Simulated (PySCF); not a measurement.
**A diatomic session: SnTe+**

One job finds the state of SnTe+, follows it along the bond with each method and fits the curves.

Computed with PySCF 2.14.0. Level: Sn def2-SVP with ECP28, Te def2-SVP with ECP28, scalar-relativistic core potentials.

**1. Input**

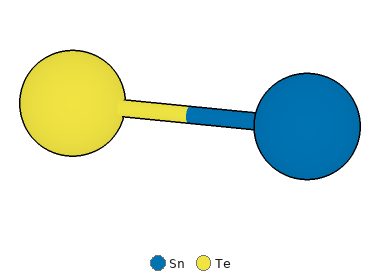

The two atoms at the starting distance (tin blue, tellurium yellow).

A driver script around PySCF takes these settings:

```yaml
atoms: Sn, Te
charge: 1
basis: Sn def2-SVP with ECP28, Te def2-SVP with ECP28
Hamiltonian: scalar-relativistic core potentials
basis_functions: 52
electrons_treated: 45
masses_in_u: 119.9022, 129.9062
levels: PBE0, PBE, r²SCAN, PW91, M06, BLYP, LC-ωPBE, HF, MP2, SCS-MP2
grid: 80 radial by 434 angular points
occupations: held fixed by the projection of orbital angular momentum
dissociation_limit: Sn+ + Te, each in its ground configuration
starting_distance_in_angstrom: 2.770
values_of_2S_to_try: 1, 3
```

On the command line:

```bash
$ OMP_NUM_THREADS=1 python dia.py task.json out
```

The job searches for the state first and then visits each distance with every level. Its results follow level by level.

**2. State search with unrestricted PBE0**

At the starting distance of 2.770 Å the search finds these solutions (others can lie among them):

```csv
2Ms+1,unpaired,term,E (eV),⟨S²⟩,⟨Lz²⟩,μ (D)
2,π ↑,²Π,0.00,0.77,1.01,-3.55
2,σ ↑,²Σ⁺,0.88,0.76,0.00,-4.25
4,π ↑↑↑,⁴Π,1.72,3.76,1.00,0.24
4,"σ ↑, π ↑↑",not assigned,2.10,3.76,2.01,-1.69
2,π ↑↑↓,not assigned,2.11,1.76,3.02,0.22
4,"σ ↑, π ↑↑",not assigned,2.33,3.76,2.01,-2.00
```

6 of 11 solutions are listed, lowest first.

A term symbol stands only where ⟨S²⟩ and ⟨Lz²⟩ are near those of a pure state. A positive dipole points from Sn to Te; in an ion it is taken about the centre of mass and does not tell which atom is negative.

The most promising solutions are followed along the bond (rough minima from three points):

```csv
2Ms+1,unpaired,R at minimum (Å),energy at minimum (eV)
2,π ↑,2.70,0.00
2,σ ↑,2.55,0.64
4,π ↑↑↑,not bracketed,≤ 1.45
```

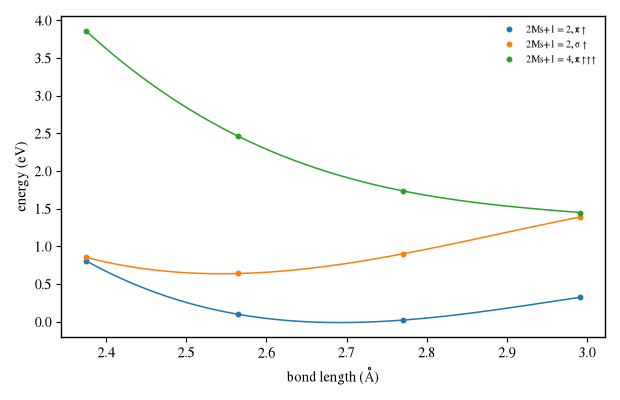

Short scans of the candidates.

The search made 11 SCF attempts at the starting distance; with the short scans it took 14 s of wall time (1 thread of Arm Neoverse V2, shared host).

**3. The PBE0 curve of the state that the search chose**

State followed: ²Π (doublet), unpaired electrons π ↑. The scan is laid around 2.702 Å.

Log of the SCF at 2.702 Å:

```text
******** <class 'pyscf.dft.uks_symm.SymAdaptedUKS'> ********
method = SymAdaptedUKS
initial guess = minao
damping factor = 0
level_shift factor = 0
DIIS = <class 'pyscf.scf.diis.CDIIS'>
diis_start_cycle = 1
diis_space = 10
diis_damp = 0
SCF conv_tol = 1e-09
SCF conv_tol_grad = None
SCF max_cycles = 60
direct_scf = False
max_memory 909 MB (current use 284 MB)
number electrons alpha = 23  beta = 22
XC library pyscf.dft.libxc version 7.0.0
    S. Lehtola, C. Steigemann, M. J.T. Oliveira, and M. A.L. Marques.,  SoftwareX 7, 1–5 (2018)
XC functionals = PBE0
    C. Adamo and V. Barone.,  J. Chem. Phys. 110, 6158 (1999)
    M. Ernzerhof and G. E. Scuseria.,  J. Chem. Phys. 110, 5029 (1999)
small_rho_cutoff = 0
Overwritten attributes  get_k get_hcore get_jk get_occ get_j  of <class 'pyscf.dft.uks_symm.SymAdaptedUKS'>
<class 'pyscf.dft.uks_symm.SymAdaptedUKS'> does not have attributes  refdm
Set gradient conv threshold to 3.16228e-05
init E= -482.096941679131
cycle= 1 E= -482.076792513449  delta_E= 0.0201  |g|= 0.0157  |ddm|= 0.0557
cycle= 2 E= -482.076535574412  delta_E= 0.000257  |g|= 0.0227  |ddm|= 0.0741
cycle= 3 E= -482.077031856215  delta_E= -0.000496  |g|= 0.00558  |ddm|= 0.0495
cycle= 4 E= -482.077060982355  delta_E= -2.91e-05  |g|= 0.000706  |ddm|= 0.0101
cycle= 5 E= -482.07706214746  delta_E= -1.17e-06  |g|= 0.000239  |ddm|= 0.0021
cycle= 6 E= -482.077062828993  delta_E= -6.82e-07  |g|= 0.000134  |ddm|= 0.00249
cycle= 7 E= -482.077063076217  delta_E= -2.47e-07  |g|= 2.85e-05  |ddm|= 0.0023
cycle= 8 E= -482.077063082413  delta_E= -6.2e-09  |g|= 1.07e-05  |ddm|= 0.000324
cycle= 9 E= -482.077063082816  delta_E= -4.02e-10  |g|= 3.78e-06  |ddm|= 6.8e-05
Extra cycle  E= -482.077063082805  delta_E= 1.09e-11  |g|= 6.59e-06  |ddm|= 2.12e-05
converged SCF energy = -482.077063082805  <S^2> = 0.76074579  2S+1 = 2.0107171
```

Points of the scan, energies from the lowest:

```csv
R (Å),E (eV),μ (D),Mulliken charge of Sn (e),Mayer bond order,⟨S²⟩,HOMO (eV),LUMO (eV)
2.3237,1.1756,-1.33,0.65,1.83,0.75,-12.73,-11.16
2.4318,0.5102,-1.89,0.70,1.79,0.75,-12.75,-10.83
2.5399,0.1534,-2.45,0.75,1.75,0.76,-12.42,-10.53
2.6209,0.0311,-2.85,0.78,1.72,0.76,-12.19,-10.32
2.7020,0.0000,-3.24,0.80,1.70,0.76,-11.98,-10.13
2.7831,0.0373,-3.61,0.82,1.67,0.77,-11.78,-9.96
2.8911,0.1627,-4.05,0.84,1.64,0.78,-11.53,-9.76
3.0262,0.3955,-4.47,0.85,1.60,0.84,-11.24,-9.55
3.1884,0.7196,-4.59,0.83,1.51,1.01,-10.96,-9.36
3.4045,1.1301,-4.27,0.77,1.29,1.32,-10.71,-9.15
```

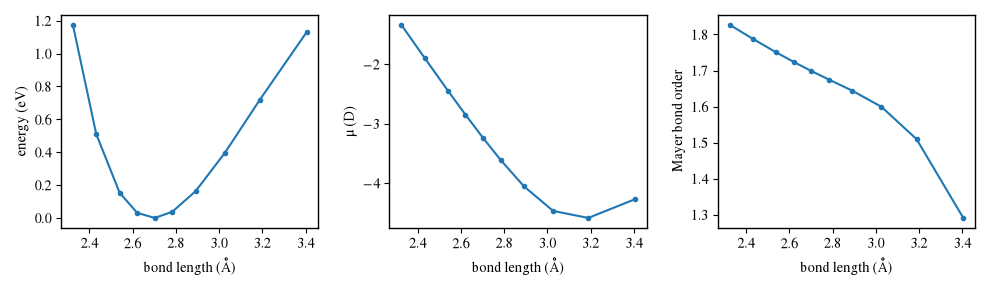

PBE0 along the bond.

Constants from the curve: Re = 2.694 Å, ωe = 215.5 cm⁻¹, ωexe = 0.398 cm⁻¹, αe = 8.76e-05 cm⁻¹, Be = 0.03724 cm⁻¹, De = 2.87 eV, μ = -3.20 D.

Orbitals nearest the gap at 2.702 Å:

```csv
spin,orbital,ε (eV),filled,made of
β,π,-35.15,yes,Sn d 100 %
α,σ,-23.16,yes,"Te s 87 %, Sn s 8 %"
β,σ,-22.23,yes,"Te s 82 %, Sn s 12 %"
α,σ,-18.09,yes,"Sn s 79 %, Te s 10 %, Te p 10 %"
β,σ,-17.92,yes,"Sn s 77 %, Te s 15 %, Te p 8 %"
α,π,-13.23,yes,"Te p 89 %, Sn p 9 %"
α,σ,-12.88,yes,"Te p 55 %, Sn p 32 %, Sn s 11 %"
β,σ,-12.66,yes,"Te p 54 %, Sn p 35 %, Sn s 9 %"
α,π,-12.36,yes,"Te p 84 %, Sn p 14 %"
β,π,-11.98,yes,"Te p 77 %, Sn p 21 %"
β,π,-10.13,no,"Te p 66 %, Sn p 33 %"
α,π,-8.60,no,"Sn p 89 %, Te p 10 %"
β,π,-8.30,no,"Sn p 78 %, Te p 22 %"
α,π,-8.29,no,"Sn p 84 %, Te p 15 %"
```

Polarisability there: 111.2 bohr³ along the bond, 39.8 across it. Without diffuse functions these come out too small, above all across the bond.

**4. Orbitals, density and potential**

Orbitals, density, ELF and potential are computed afterwards from the orbital file.

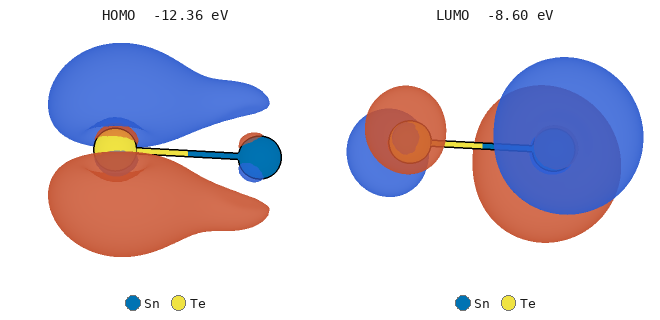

Frontier orbitals at PBE0 (alpha spin); each surface holds 70 % of the orbital's density, blue and red mark the sign.

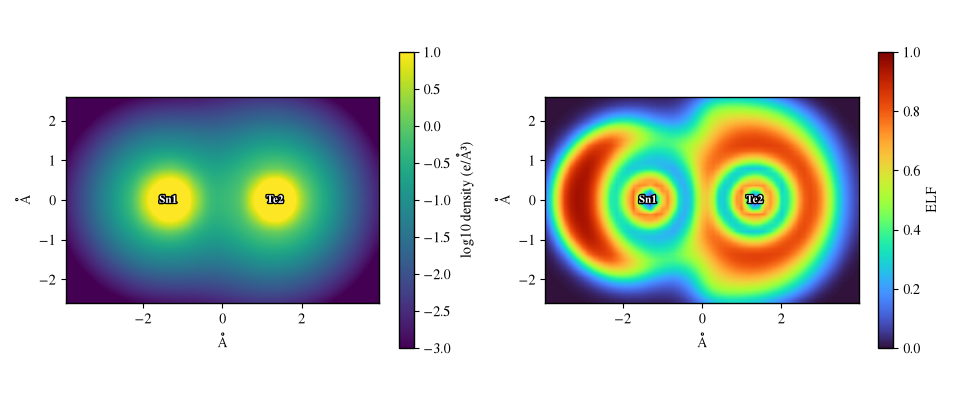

Density (left) and ELF (right) in a plane through or near 2 of the atoms.

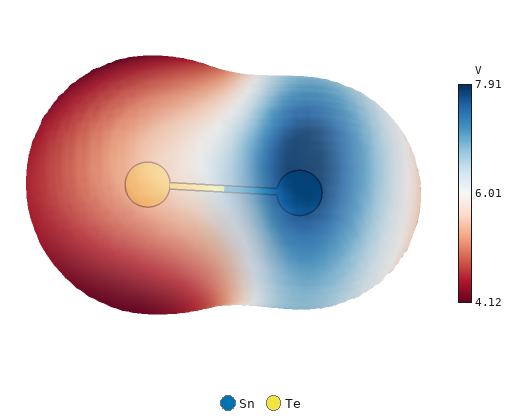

The potential that a unit positive charge feels on the 0.002 e/bohr³ surface, from the 1st to the 99th percentile, from 4.12 V near Te2 to 7.91 V near Sn1.

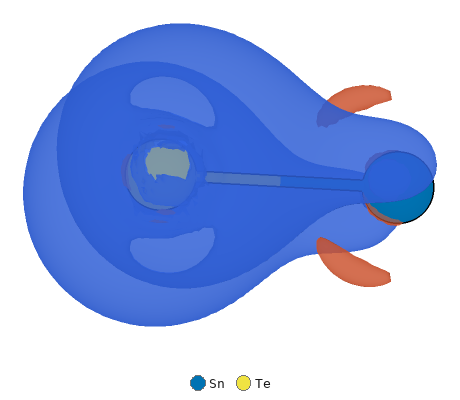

Spin density at ±0.01 e/Å³ (alpha excess blue, beta excess red).

Core electrons inside the core potentials are missing from the density.

**5. Other states along the same grid**

State 2: ²Σ⁺ (doublet), unpaired electrons σ ↑, an excited solution.

The SCF at the reference distance, 2.702 Å, printed:

```text
[... 13 set-up lines left out, the same as in an earlier log ...]
max_memory 909 MB (current use 336 MB)
[... 8 set-up lines left out, the same as in an earlier log ...]
init E= -482.075130039044
cycle= 1 E= -482.047798321626  delta_E= 0.0273  |g|= 0.0174  |ddm|= 0.0558
cycle= 2 E= -482.046550863257  delta_E= 0.00125  |g|= 0.0388  |ddm|= 0.0929
cycle= 3 E= -482.048058053883  delta_E= -0.00151  |g|= 0.00886  |ddm|= 0.0736
cycle= 4 E= -482.048131074043  delta_E= -7.3e-05  |g|= 0.000653  |ddm|= 0.0139
cycle= 5 E= -482.048132601493  delta_E= -1.53e-06  |g|= 0.000322  |ddm|= 0.00292
cycle= 6 E= -482.048133424698  delta_E= -8.23e-07  |g|= 0.00022  |ddm|= 0.00228
cycle= 7 E= -482.048134004417  delta_E= -5.8e-07  |g|= 0.000157  |ddm|= 0.00205
cycle= 8 E= -482.048134816839  delta_E= -8.12e-07  |g|= 5.86e-05  |ddm|= 0.00491
cycle= 9 E= -482.048134923371  delta_E= -1.07e-07  |g|= 1.2e-05  |ddm|= 0.00236
cycle= 10 E= -482.048134923943  delta_E= -5.72e-10  |g|= 3.15e-06  |ddm|= 0.000148
Extra cycle  E= -482.0481349239  delta_E= 4.33e-11  |g|= 7.52e-06  |ddm|= 1.73e-05
converged SCF energy = -482.0481349239  <S^2> = 0.75776866  2S+1 = 2.0077536
```

Re = 2.537 Å, ωe = 240.6 cm⁻¹, Be = 0.04202 cm⁻¹, μ = -3.45 D. Its minimum lies 0.64 eV above that of the lowest state.

State 3: ⁴Π (quartet), unpaired electrons π ↑↑↑, an excited solution.

Output of the SCF at 2.702 Å:

```text
[... 13 set-up lines left out, the same as in an earlier log ...]
max_memory 909 MB (current use 303 MB)
number electrons alpha = 24  beta = 21
[... 7 set-up lines left out, the same as in an earlier log ...]
init E= -482.013867813509
cycle= 1 E= -482.00641349662  delta_E= 0.00745  |g|= 0.00948  |ddm|= 0.0538
cycle= 2 E= -482.006453558588  delta_E= -4.01e-05  |g|= 0.00782  |ddm|= 0.0422
cycle= 3 E= -482.00650941613  delta_E= -5.59e-05  |g|= 0.000855  |ddm|= 0.0188
cycle= 4 E= -482.006509823348  delta_E= -4.07e-07  |g|= 0.000141  |ddm|= 0.00154
cycle= 5 E= -482.006509847264  delta_E= -2.39e-08  |g|= 6.15e-05  |ddm|= 0.000412
cycle= 6 E= -482.006509850624  delta_E= -3.36e-09  |g|= 8.42e-06  |ddm|= 0.000138
cycle= 7 E= -482.006509850747  delta_E= -1.23e-10  |g|= 1.95e-06  |ddm|= 3.11e-05
Extra cycle  E= -482.00650985075  delta_E= -2.61e-12  |g|= 1.51e-06  |ddm|= 7.94e-06
converged SCF energy = -482.00650985075  <S^2> = 3.7572832  2S+1 = 4.0036399
```

Re = 3.126 Å, ωe = 120.4 cm⁻¹, ωexe = 0.351 cm⁻¹, αe = 9.95e-05 cm⁻¹, Be = 0.02767 cm⁻¹, μ = -1.08 D. Its minimum lies 1.42 eV above that of the lowest state.

Energy (eV) from the lowest point of the lowest state:

```csv
R (Å),lowest,state 2,state 3
2.324,1.176,1.053,4.429
2.432,0.510,0.726,3.348
2.540,0.153,0.641,2.603
2.621,0.031,0.683,2.208
2.702,0.000,0.787,1.920
2.783,0.037,0.933,1.715
2.891,0.163,1.165,1.541
3.026,0.396,1.474,1.439
3.188,0.720,1.817,1.427
3.405,1.130,2.192,1.515
```

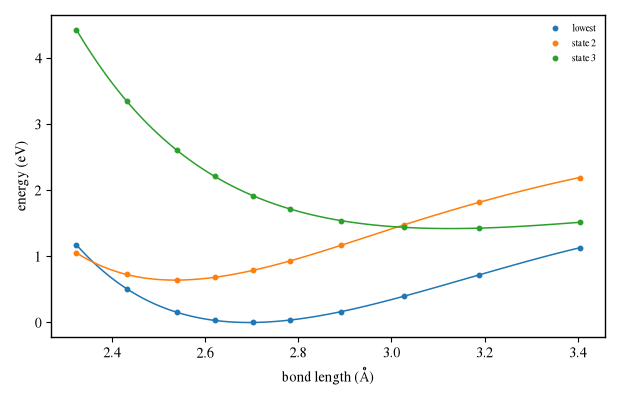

PBE0 curves of the followed states.

**6. PBE (GGA)**

Log of the SCF at 2.702 Å:

```text
[... 17 set-up lines left out, the same as in an earlier log ...]
XC functionals = PBE
    J. P. Perdew, K. Burke, and M. Ernzerhof.,  Phys. Rev. Lett. 77, 3865 (1996)
    J. P. Perdew, K. Burke, and M. Ernzerhof.,  Phys. Rev. Lett. 78, 1396 (1997)
    J. P. Perdew, K. Burke, and M. Ernzerhof.,  Phys. Rev. Lett. 77, 3865 (1996)
    J. P. Perdew, K. Burke, and M. Ernzerhof.,  Phys. Rev. Lett. 78, 1396 (1997)
[... 2 set-up lines left out, the same as in an earlier log ...]
init E= -482.055352907594
cycle= 1 E= -482.054726812309  delta_E= 0.000626  |g|= 0.0455  |ddm|= 0.177
cycle= 2 E= -482.033400371967  delta_E= 0.0213  |g|= 0.14  |ddm|= 0.351
cycle= 3 E= -482.057072925431  delta_E= -0.0237  |g|= 0.00523  |ddm|= 0.271
cycle= 4 E= -482.057081287668  delta_E= -8.36e-06  |g|= 0.00167  |ddm|= 0.00901
cycle= 5 E= -482.05708406111  delta_E= -2.77e-06  |g|= 0.000506  |ddm|= 0.00294
cycle= 6 E= -482.057084371736  delta_E= -3.11e-07  |g|= 6.24e-05  |ddm|= 0.000975
cycle= 7 E= -482.05708438437  delta_E= -1.26e-08  |g|= 5.64e-05  |ddm|= 0.000446
cycle= 8 E= -482.057084389472  delta_E= -5.1e-09  |g|= 9.58e-06  |ddm|= 0.000158
cycle= 9 E= -482.05708438993  delta_E= -4.59e-10  |g|= 8.29e-07  |ddm|= 9.8e-05
Extra cycle  E= -482.057084389927  delta_E= 3.18e-12  |g|= 2.02e-06  |ddm|= 5.12e-06
converged SCF energy = -482.057084389927  <S^2> = 0.7568064  2S+1 = 2.0067949
```

Re = 2.728 Å, ωe = 203.6 cm⁻¹, ωexe = 0.383 cm⁻¹, αe = 8.99e-05 cm⁻¹, Be = 0.03634 cm⁻¹, De = 3.17 eV, μ = -2.94 D.

**7. r²SCAN (meta-GGA)**

The SCF at the reference distance, 2.702 Å, printed:

```text
[... 17 set-up lines left out, the same as in an earlier log ...]
XC functionals = R2SCAN
    J. W. Furness, A. D. Kaplan, J. Ning, J. P. Perdew, and J. Sun.,  J. Phys. Chem. Lett. 11, 8208-8215 (2020)
    J. W. Furness, A. D. Kaplan, J. Ning, J. P. Perdew, and J. Sun.,  J. Phys. Chem. Lett. 11, 9248-9248 (2020)
    J. W. Furness, A. D. Kaplan, J. Ning, J. P. Perdew, and J. Sun.,  J. Phys. Chem. Lett. 11, 8208-8215 (2020)
    J. W. Furness, A. D. Kaplan, J. Ning, J. P. Perdew, and J. Sun.,  J. Phys. Chem. Lett. 11, 9248-9248 (2020)
[... 2 set-up lines left out, the same as in an earlier log ...]
init E= -482.240623621027
cycle= 1 E= -482.241011204877  delta_E= -0.000388  |g|= 0.0207  |ddm|= 0.101
cycle= 2 E= -482.237149528055  delta_E= 0.00386  |g|= 0.0617  |ddm|= 0.154
cycle= 3 E= -482.24149031214  delta_E= -0.00434  |g|= 0.00244  |ddm|= 0.116
cycle= 4 E= -482.241494283135  delta_E= -3.97e-06  |g|= 0.000602  |ddm|= 0.00487
cycle= 5 E= -482.241495041832  delta_E= -7.59e-07  |g|= 0.000361  |ddm|= 0.00225
cycle= 6 E= -482.241495568538  delta_E= -5.27e-07  |g|= 0.000123  |ddm|= 0.00221
cycle= 7 E= -482.241495732174  delta_E= -1.64e-07  |g|= 2.83e-05  |ddm|= 0.00212
cycle= 8 E= -482.241495734346  delta_E= -2.17e-09  |g|= 1.05e-05  |ddm|= 0.000201
cycle= 9 E= -482.241495734542  delta_E= -1.96e-10  |g|= 1.31e-06  |ddm|= 4.87e-05
Extra cycle  E= -482.24149573454  delta_E= 2.39e-12  |g|= 2.49e-06  |ddm|= 7.51e-06
converged SCF energy = -482.24149573454  <S^2> = 0.76704239  2S+1 = 2.0169704
```

Re = 2.704 Å, ωe = 210.6 cm⁻¹, ωexe = 0.446 cm⁻¹, αe = 9.28e-05 cm⁻¹, Be = 0.03698 cm⁻¹, De = 2.97 eV, μ = -3.03 D.

**8. PW91 (GGA)**

Log of the SCF at 2.702 Å:

```text
[... 13 set-up lines left out, the same as in an earlier log ...]
max_memory 909 MB (current use 312 MB)
[... 3 set-up lines left out, the same as in an earlier log ...]
XC functionals = PW91,PW91
    J. P. Perdew. In P. Ziesche and H. Eschrig, editors, Proceedings of the 75. WE-Heraeus-Seminar and 21st Annual International Symposium on Electronic Structure of Solids, 11. Berlin, 1991. Akademie Verlag.
    J. P. Perdew, J. A. Chevary, S. H. Vosko, K. A. Jackson, M. R. Pederson, D. J. Singh, and C. Fiolhais.,  Phys. Rev. B 46, 6671 (1992)
    J. P. Perdew, J. A. Chevary, S. H. Vosko, K. A. Jackson, M. R. Pederson, D. J. Singh, and C. Fiolhais.,  Phys. Rev. B 48, 4978 (1993)
    J. P. Perdew. In P. Ziesche and H. Eschrig, editors, Proceedings of the 75. WE-Heraeus-Seminar and 21st Annual International Symposium on Electronic Structure of Solids, 11. Berlin, 1991. Akademie Verlag.
    J. P. Perdew, J. A. Chevary, S. H. Vosko, K. A. Jackson, M. R. Pederson, D. J. Singh, and C. Fiolhais.,  Phys. Rev. B 46, 6671 (1992)
    J. P. Perdew, J. A. Chevary, S. H. Vosko, K. A. Jackson, M. R. Pederson, D. J. Singh, and C. Fiolhais.,  Phys. Rev. B 48, 4978 (1993)
[... 2 set-up lines left out, the same as in an earlier log ...]
init E= -482.241540662948
cycle= 1 E= -482.24115076713  delta_E= 0.00039  |g|= 0.0449  |ddm|= 0.202
cycle= 2 E= -482.218963276801  delta_E= 0.0222  |g|= 0.142  |ddm|= 0.356
cycle= 3 E= -482.243520325616  delta_E= -0.0246  |g|= 0.00474  |ddm|= 0.271
cycle= 4 E= -482.243535107834  delta_E= -1.48e-05  |g|= 0.00194  |ddm|= 0.0115
cycle= 5 E= -482.243539519729  delta_E= -4.41e-06  |g|= 0.000331  |ddm|= 0.00348
cycle= 6 E= -482.243539660774  delta_E= -1.41e-07  |g|= 5.81e-05  |ddm|= 0.000773
cycle= 7 E= -482.243539673063  delta_E= -1.23e-08  |g|= 4.37e-05  |ddm|= 0.000397
cycle= 8 E= -482.243539676768  delta_E= -3.71e-09  |g|= 1.06e-05  |ddm|= 0.00017
cycle= 9 E= -482.24353967711  delta_E= -3.42e-10  |g|= 1.67e-06  |ddm|= 8.02e-05
Extra cycle  E= -482.243539677068  delta_E= 4.16e-11  |g|= 6.33e-06  |ddm|= 1.46e-05
converged SCF energy = -482.243539677068  <S^2> = 0.75652274  2S+1 = 2.0065121
```

Re = 2.725 Å, ωe = 204.0 cm⁻¹, ωexe = 0.381 cm⁻¹, αe = 8.99e-05 cm⁻¹, Be = 0.03640 cm⁻¹, De = 3.21 eV, μ = -2.89 D. 6.9 s of CPU time for 12 points, integrals apart.

**9. M06 (hybrid meta-GGA)**

Output of the SCF at 2.702 Å:

```text
[... 17 set-up lines left out, the same as in an earlier log ...]
XC functionals = M06
    Y. Zhao and D. G. Truhlar.,  Theor. Chem. Acc. 120, 215 (2008)
    Y. Zhao and D. G. Truhlar.,  Theor. Chem. Acc. 120, 215 (2008)
[... 2 set-up lines left out, the same as in an earlier log ...]
init E= -482.214101567195
cycle= 1 E= -482.214970594983  delta_E= -0.000869  |g|= 0.0383  |ddm|= 0.156
cycle= 2 E= -482.209957053458  delta_E= 0.00501  |g|= 0.0775  |ddm|= 0.218
cycle= 3 E= -482.21650192478  delta_E= -0.00654  |g|= 0.00281  |ddm|= 0.147
cycle= 4 E= -482.216509656808  delta_E= -7.73e-06  |g|= 0.000756  |ddm|= 0.00681
cycle= 5 E= -482.216510368632  delta_E= -7.12e-07  |g|= 0.000302  |ddm|= 0.00191
cycle= 6 E= -482.216510583138  delta_E= -2.15e-07  |g|= 9.24e-05  |ddm|= 0.0011
cycle= 7 E= -482.216510645555  delta_E= -6.24e-08  |g|= 5.59e-05  |ddm|= 0.000761
cycle= 8 E= -482.216510660962  delta_E= -1.54e-08  |g|= 1.04e-05  |ddm|= 0.000457
cycle= 9 E= -482.216510661581  delta_E= -6.19e-10  |g|= 2.16e-06  |ddm|= 9.09e-05
Extra cycle  E= -482.216510661591  delta_E= -1.03e-11  |g|= 2.64e-06  |ddm|= 1.15e-05
converged SCF energy = -482.216510661591  <S^2> = 0.75594811  2S+1 = 2.0059393
```

Re = 2.715 Å, ωe = 212.0 cm⁻¹, ωexe = 0.377 cm⁻¹, αe = 8.7e-05 cm⁻¹, Be = 0.03668 cm⁻¹, De = 3.26 eV, μ = -3.09 D.

**10. BLYP (GGA)**

Log of the SCF at 2.702 Å:

```text
[... 13 set-up lines left out, the same as in an earlier log ...]
max_memory 909 MB (current use 313 MB)
[... 3 set-up lines left out, the same as in an earlier log ...]
XC functionals = BLYP
    A. D. Becke.,  Phys. Rev. A 38, 3098 (1988)
    C. Lee, W. Yang, and R. G. Parr.,  Phys. Rev. B 37, 785 (1988)
    B. Miehlich, A. Savin, H. Stoll, and H. Preuss.,  Chem. Phys. Lett. 157, 200 (1989)
[... 2 set-up lines left out, the same as in an earlier log ...]
init E= -481.97256041487
cycle= 1 E= -481.971678065181  delta_E= 0.000882  |g|= 0.0549  |ddm|= 0.228
cycle= 2 E= -481.939371227101  delta_E= 0.0323  |g|= 0.171  |ddm|= 0.432
cycle= 3 E= -481.975196117638  delta_E= -0.0358  |g|= 0.00671  |ddm|= 0.33
cycle= 4 E= -481.975220000536  delta_E= -2.39e-05  |g|= 0.00287  |ddm|= 0.0158
cycle= 5 E= -481.975227295062  delta_E= -7.29e-06  |g|= 0.00118  |ddm|= 0.00468
cycle= 6 E= -481.975228982885  delta_E= -1.69e-06  |g|= 7.94e-05  |ddm|= 0.0021
cycle= 7 E= -481.975228997921  delta_E= -1.5e-08  |g|= 4.26e-05  |ddm|= 0.000428
cycle= 8 E= -481.975229000867  delta_E= -2.95e-09  |g|= 1.36e-05  |ddm|= 0.000148
cycle= 9 E= -481.97522900123  delta_E= -3.63e-10  |g|= 2.55e-06  |ddm|= 6.74e-05
Extra cycle  E= -481.975229001118  delta_E= 1.12e-10  |g|= 1.03e-05  |ddm|= 2.33e-05
converged SCF energy = -481.975229001118  <S^2> = 0.75433361  2S+1 = 2.0043289
```

Re = 2.759 Å, ωe = 194.7 cm⁻¹, ωexe = 0.373 cm⁻¹, αe = 8.99e-05 cm⁻¹, Be = 0.03552 cm⁻¹, De = 3.06 eV, μ = -2.97 D. 6.7 s of CPU time for 12 points, integrals apart.

[end of part 1 of 2]
